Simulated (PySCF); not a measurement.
# C₇H₁₃P: what the fields show

```xyz
21

C     3.1401    1.4482    0.5301
C     2.5891    0.3495    1.0230
C     1.3911   -0.3055    0.4791
C     1.1790   -0.3739   -1.0174
P     0.0011    0.7573   -0.1812
C    -1.4423   -0.4331    0.0701
C    -2.0893   -0.1694    1.4260
C    -2.4459   -0.2398   -1.0629
H     2.7132    1.9611   -0.3172
H     4.0259    1.8835    0.9580
H     3.0225   -0.1288    1.8925
H     1.0739   -1.1811    1.0380
H     0.8039   -1.3045   -1.4248
H     1.9421    0.0876   -1.6305
H    -1.0643   -1.4622    0.0430
H    -2.9333   -0.8397    1.5829
H    -2.4501    0.8563    1.4787
H    -1.3735   -0.3211    2.2324
H    -3.2837   -0.9273   -0.9541
H    -2.8332    0.7775   -1.0546
H    -1.9753   -0.4177   -2.0287
```

Geometry: GFN2-xTB.

Theory: PySCF, PBE0/pcSseg-1, SCF density, gas phase, non-relativistic.

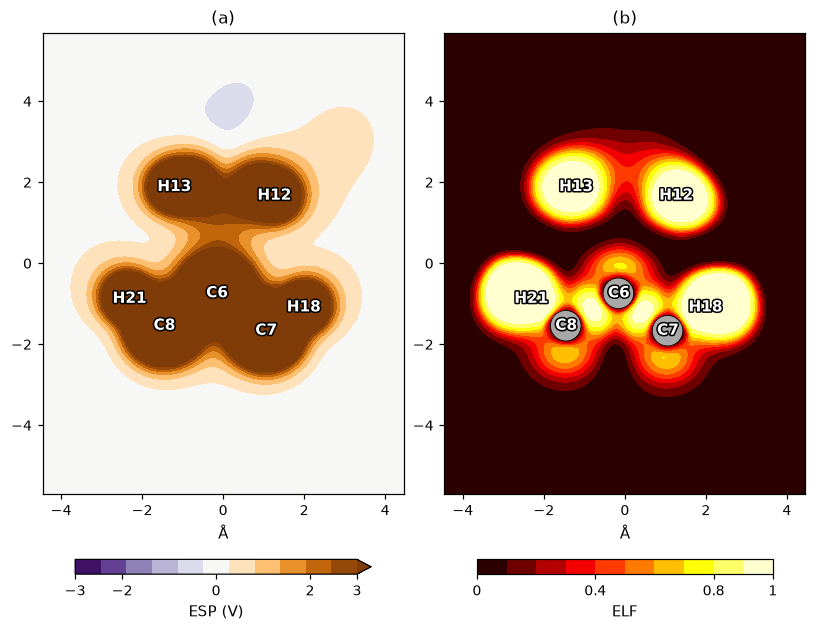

Figure 1. (a) molecular electrostatic potential; (b) electron localisation function on the plane of atoms C6, C8 and H21. Grey discs cover the atomic cores in the ELF map.

Q: Read the bonding off the picture.

A:
- The section cuts through C and H sites.
- C–H (1.09 Å): the ELF climbs to about 1 towards the hydrogen, as it does in any bond to H; an ordinary covalent bond to hydrogen.
- C–C (1.53 Å): the ELF peaks at about 0.95 between the atoms; localised, covalent bonding.
- Outside the dense part of the molecule the potential is most negative (−0.3 V) near C3, which lies off the plane.

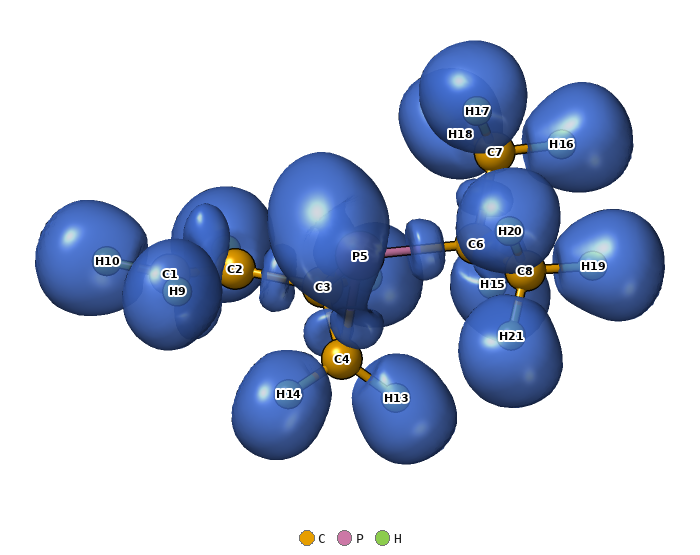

Figure 2. Isosurface of the electron localisation function at 0.8 (blue), seen at a tilt. Core shells and regions of very low density are left out.

Q: Where are the electrons localised?

A: At this value the surface marks out five regions between bonded C–C atoms (shared pairs), one region between bonded C–P atoms (shared pairs), 13 regions around hydrogen nuclei and one region on P in which the atom's valence shell and bonds are merged.


C–C (1.32 Å): the ELF peaks at about 0.90 between the atoms: a multiple bond. C–P (1.83 Å): the ELF peaks at about 0.85 between the atoms (localised, covalent bonding).

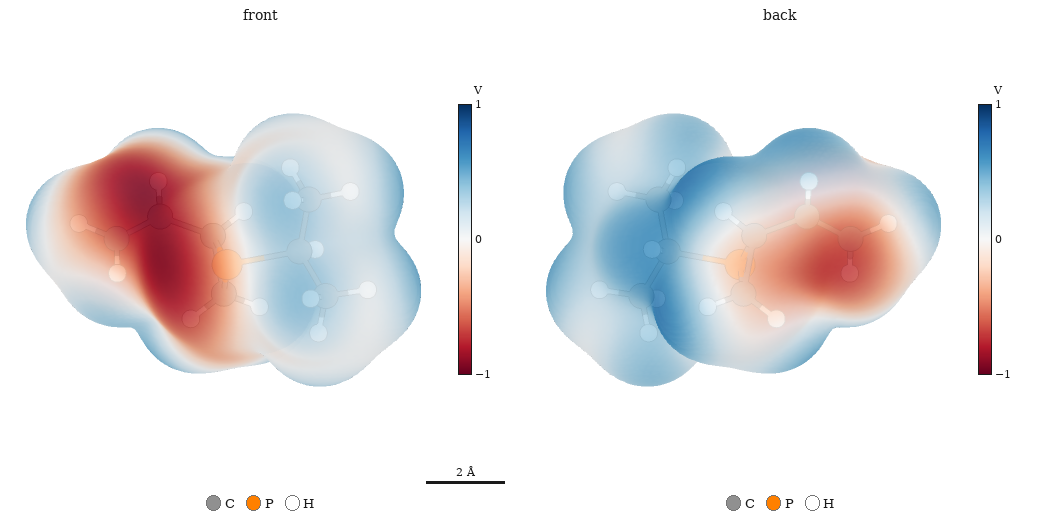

Figure 3. The electrostatic potential painted on the density surface at 0.001 e/bohr³, seen from the front and from behind; the colour scale runs from red (negative) to blue (positive).

Q: Where is the surface potential most negative and most positive?

A: The most negative region (about −0.9 V, or −21 kcal/mol for a unit charge) lies over C1, C2 and P5, the most positive (about +0.7 V, or +16 kcal/mol for a unit charge) over H12 and H13.

Q: What dipole moment does the calculation give?

A: Its dipole moment is 1.58 D.
